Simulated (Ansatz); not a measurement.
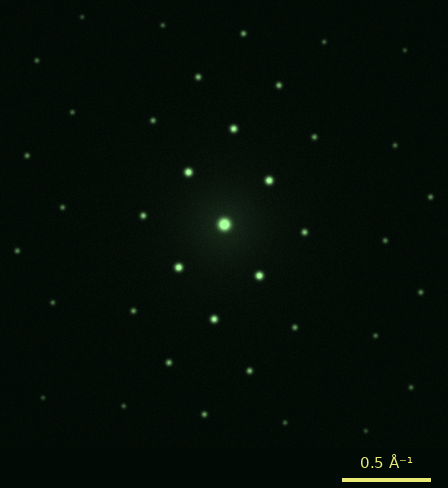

Computed electron diffraction pattern, 80 kV, single scattering only, B = 0.8 Å².

Describe the geometry of this pattern.

The spots form a centred rectangular net with both shortest vectors at d = 2.80 Å, 80.6° apart.

What is the point symmetry of the pattern, intensities included?

2mm. A zero-layer kinematic pattern is always centrosymmetric (Friedel's law).

Which crystal and zone produced it?

This cannot be fixed from one zone alone; the pattern is [211] of Ho, space group P6_3/mmc (No. 194), a = 3.669 Å, c = 5.912 Å (hexagonal axes). The net vectors are 0 1 -1 and -1 1 1. Structure: the input geometry of an electronic-structure calculation (not necessarily at equilibrium).
